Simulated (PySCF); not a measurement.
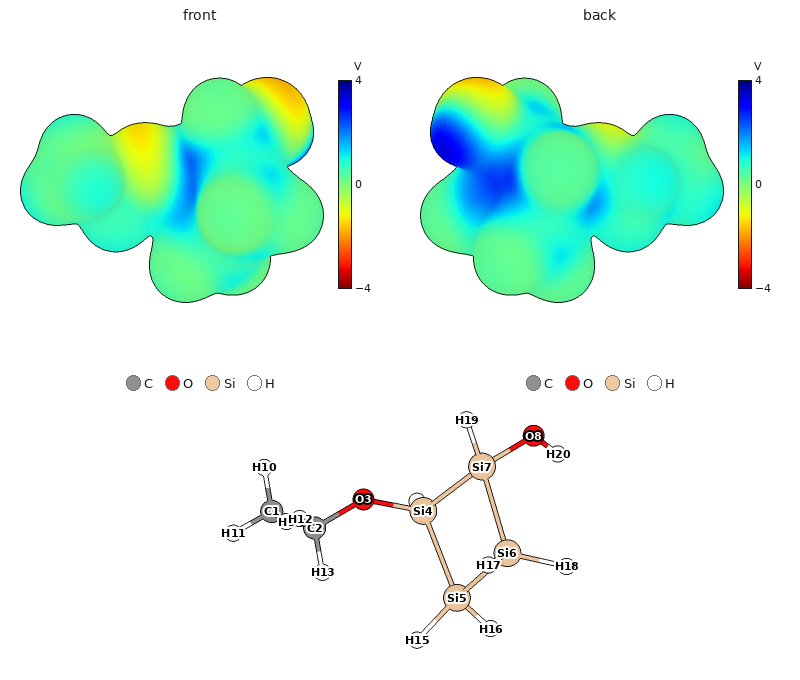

C₂H₁₂O₂Si₄. The molecular electrostatic potential painted on the density surface at 0.004 e/bohr³, seen from the front and from behind; red is negative and blue positive. The bare structure is drawn below in the same view.

Geometry: GFN2-xTB.

The calculation used PBE0/pcSseg-1, SCF density, gas phase, non-relativistic (PySCF 2.14.0).

```csv
atom,x (Å),y (Å),z (Å)
C,3.3311,-0.4095,-0.0938
C,2.1246,-0.1853,-0.9912
O,0.9868,-0.7383,-0.4080
Si,-0.5627,-0.5350,-0.8879
Si,-1.2014,1.7228,-0.5528
Si,-2.1137,1.1115,1.5436
Si,-1.7105,-1.1729,1.0452
O,-3.0953,-1.9938,0.7088
H,3.1697,0.0669,0.8701
H,3.4806,-1.4741,0.0677
H,4.2210,0.0100,-0.5551
H,2.2916,-0.6482,-1.9723
H,1.9658,0.8899,-1.1518
H,-0.6860,-1.0922,-2.2587
H,-0.1537,2.7599,-0.5468
H,-2.1675,2.2828,-1.5142
H,-1.4017,1.6624,2.7079
H,-3.5035,1.5302,1.8075
H,-1.2078,-2.1148,2.0485
H,-3.7726,-1.6617,0.1303
```

> Which sites attract a positive test charge, and which a negative one?

A positive charge is drawn to the negative regions and a negative charge to the positive ones. The most negative region (about −1.7 V) lies over O8, the most positive (about +3.1 V) over H20. O8 is the likeliest acceptor of a hydrogen bond.

> How polar is the molecule by this calculation?

Its dipole moment is 1.64 D.
